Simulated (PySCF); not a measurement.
# Diborane 1,1-di Cl (B2Cl2H4): electronic structure

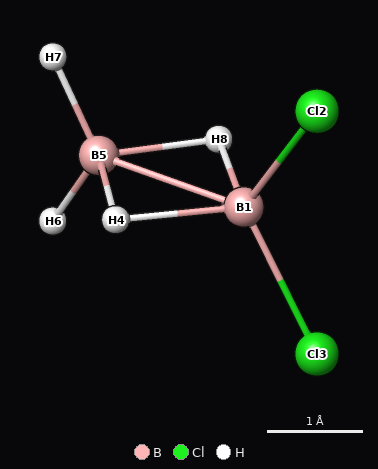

The molecule, with its atoms numbered as below. No frequency check shows the geometry to be a minimum.

Geometry (Å), atoms numbered from 1:

```
B1      -0.0002   -0.3202    0.0055
Cl2     -1.5024    0.6021   -0.0005
Cl3      1.4999    0.6067   -0.0006
H4       0.0017   -1.2980    0.9714
B5       0.0065   -2.1703   -0.0019
H6       1.0188   -2.7487    0.0007
H7      -1.0109   -2.7518   -0.0000
H8       0.0017   -1.2985   -0.9715
```

## 1. Bonding charge

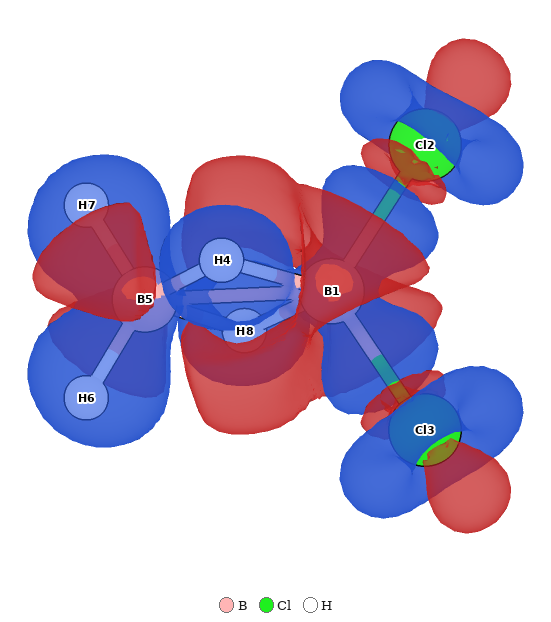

Deformation density (molecule less spherical, spin-averaged free atoms at the same positions), surfaces at ±0.04 e/Å³; blue: gain, red: loss.

Computed with PySCF, ωB97X/def2-TZVP, geometry: GFN2-xTB.

How much density has each bond gained at its critical point, relative to the free atoms?

Answer. B5–H6 and B5–H7: +0.52 e/Å³ at the bond critical point (bond length 1.17 Å, Mayer order 1.0). B1–Cl2 and B1–Cl3: +0.24 e/Å³ at the bond critical point (bond length 1.76 Å, Mayer order 1.3). B1–H4: +0.11 e/Å³ at the bond critical point (bond length 1.37 Å, Mayer order 0.5); up to 0.6 Å beside the axis the gain reaches +0.33 e/Å³. B1–H8: +0.11 e/Å³ at the bond critical point (bond length 1.38 Å, Mayer order 0.4); up to 0.6 Å beside the axis the gain reaches +0.33 e/Å³. B5–H8: +0.06 e/Å³ at the bond critical point (bond length 1.30 Å, Mayer order 0.5); up to 0.6 Å beside the axis the gain reaches +0.34 e/Å³. H4–B5: +0.05 e/Å³ at the bond critical point (bond length 1.31 Å, Mayer order 0.5); up to 0.6 Å beside the axis the gain reaches +0.33 e/Å³. In all, 1.7 electrons gather in the regions of gain relative to the promolecule. A small or negative value marks a very polar bond, one between electron-rich atoms, whose free-atom densities already overlap strongly, a long bond to a heavier atom, or a closed-shell contact such as a hydrogen bond.

## 2. Bond critical points

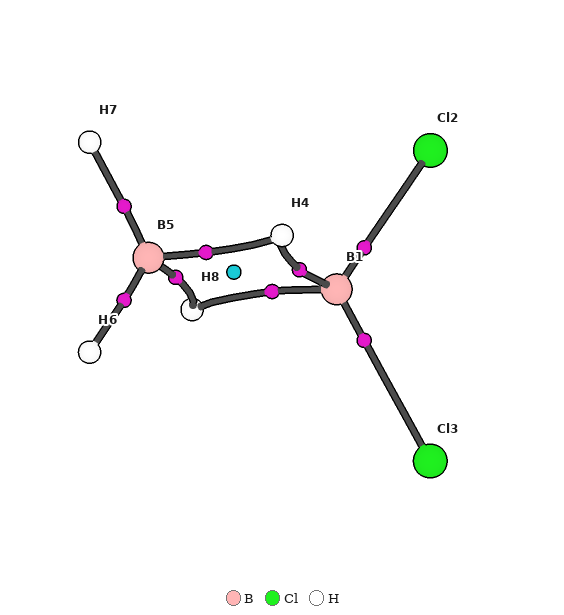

Molecular graph of the electron density (QTAIM): bond paths, bond critical points (magenta), ring points (cyan, if any); weak paths are dashed.

How many critical points of each kind are there, and does the count close?

Answer. 8 nuclei, 8 bond, 1 ring and 0 cage critical points: 8 − 8 + 1 − 0 = 1, as the Poincaré–Hopf relation requires.

Give the properties at the bond critical points.

Answer.
```json
{"bond": "B5–H6 (2 alike)", "length (Å)": "1.166", "ρ (a.u.)": "0.193", "∇²ρ (a.u.)": "−0.34", "ε": "0.05", "H (a.u.)": "−0.223"}
{"bond": "B1–Cl2 (2 alike)", "length (Å)": "1.763", "ρ (a.u.)": "0.153", "∇²ρ (a.u.)": "−0.07", "ε": "0.03", "H (a.u.)": "−0.155"}
{"bond": "B1–H4", "length (Å)": "1.374", "ρ (a.u.)": "0.121", "∇²ρ (a.u.)": "−0.11", "ε": "0.86", "H (a.u.)": "−0.110"}
{"bond": "B5–H8", "length (Å)": "1.304", "ρ (a.u.)": "0.120", "∇²ρ (a.u.)": "+0.15", "ε": "0.19", "H (a.u.)": "−0.104"}
{"bond": "B1–H8", "length (Å)": "1.383", "ρ (a.u.)": "0.119", "∇²ρ (a.u.)": "−0.11", "ε": "0.97", "H (a.u.)": "−0.108"}
{"bond": "H4–B5", "length (Å)": "1.307", "ρ (a.u.)": "0.119", "∇²ρ (a.u.)": "+0.16", "ε": "0.23", "H (a.u.)": "−0.102"}
```

What kind of interaction is B5–H6?

Answer. Shared-shell (covalent): ρ = 0.193, ∇²ρ = −0.34, H = −0.223 a.u.

## 3. Local ionisation energy

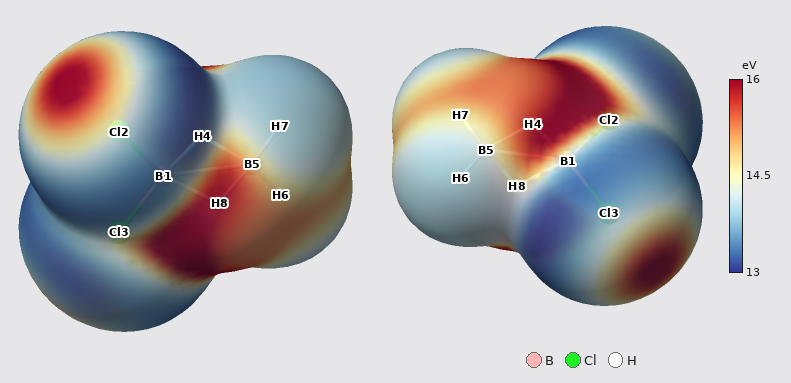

Average local ionisation energy on the surface of electron density 0.001 a.u. (back view left, front view right).

Where are the most loosely bound electrons on this surface?

Answer. The lowest value is 13.1 eV, 2.1 Å from Cl3. Further minima include 13.2 eV, 2.1 Å from Cl3, and at like points elsewhere; 13.8 eV, 1.4 Å from H7. For comparison, the highest occupied orbital lies at −11.5 eV.

## 4. Localised orbitals

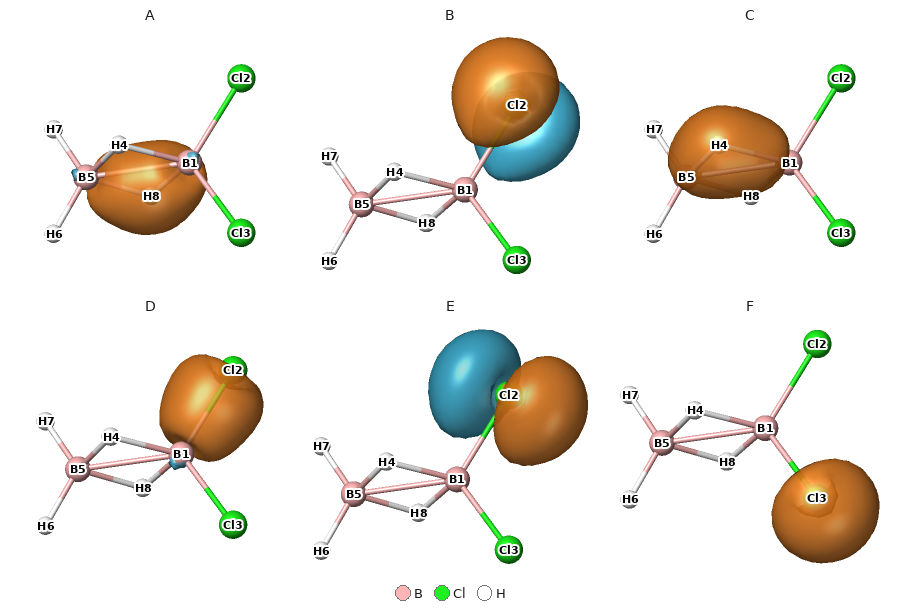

Pipek–Mezey orbitals, occupied; each surface holds about 70 % of the orbital's density. Energies are diagonal elements of the Fock matrix.

Computed with PySCF, PBE/6-311G**, geometry: GFN2-xTB. This is a single-reference result, which may miss multireference character in this system.

Identify each orbital.

Answer. By panel:
- A: multicentre orbital mainly over H8, B5 and B1 (H8 41 %, B5 30 %, B1 29 %; −13.4 eV)
- B: lone pair on Cl2 (p-type) (Cl2 93 %, B1 5 %; −8.6 eV)
- C: multicentre orbital mainly over H4, B1 and B5 (H4 41 %, B1 29 %, B5 29 %; −13.5 eV)
- D: σ bond Cl2–B1 (Cl2 63 %, B1 37 %; −16.0 eV)
- E: lone pair on Cl2 (p-type) (Cl2 96 %; −8.4 eV)
- F: lone pair on Cl3 (s-type) (Cl3 100 %; −16.7 eV)

How do all the valence pairs divide up?

Answer. 12 pairs: 6 lone pairs, 4 σ bonds and 2 multicentre orbitals.
